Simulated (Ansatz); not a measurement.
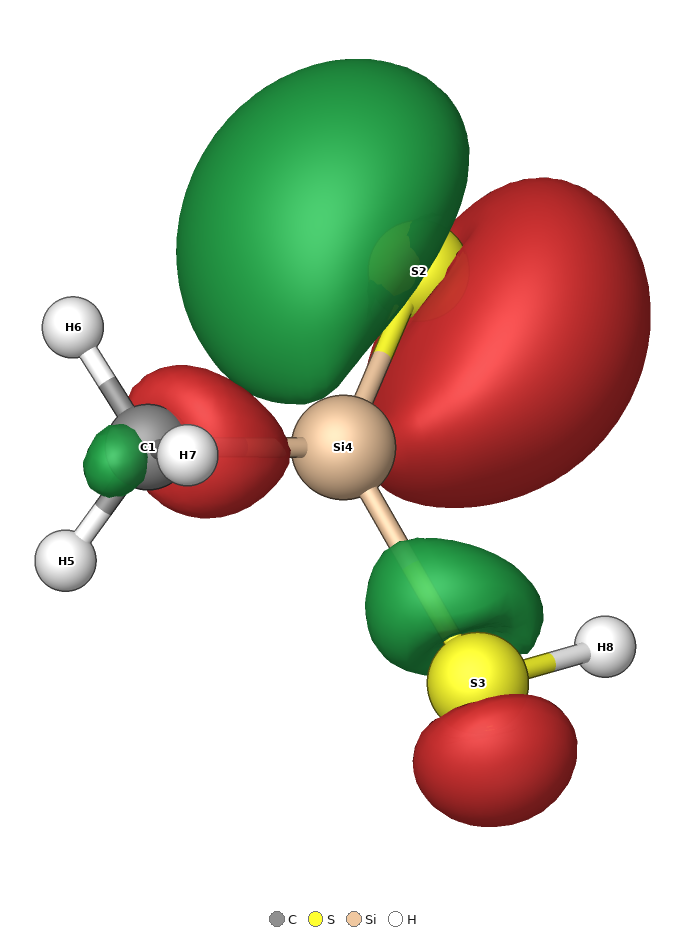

*CH$_{4}$S$_{2}$Si. One frontier orbital at ±0.1 Å⁻³ᐟ² (green and red are the two phases), seen at an oblique angle.*

Geometry: PBE0-D3(BJ)/def2-SVP.

These are results of Ansatz, isolated molecule in a Gaussian basis; Kohn-Sham density functional theory, functional PBE0, not measurements.

```xyz
8

C    -1.1461   -0.9527    0.8165
S     0.6824   -1.5768    3.6585
S    -2.4944   -3.0565    2.8148
Si   -0.8387   -1.7837    2.4530
H    -1.2483   -1.7069    0.0204
H    -0.3116   -0.2799    0.5766
H    -2.0826   -0.3743    0.8548
H    -2.0049   -3.4878    3.9984
```

Which orbital is it: HOMO or LUMO?

Answer. The HOMO, at −7.02 eV. By Hirshfeld shares it lies mainly on S2 (about 80 %) and Si4 (about 10 %); largely a lone pair of S2.
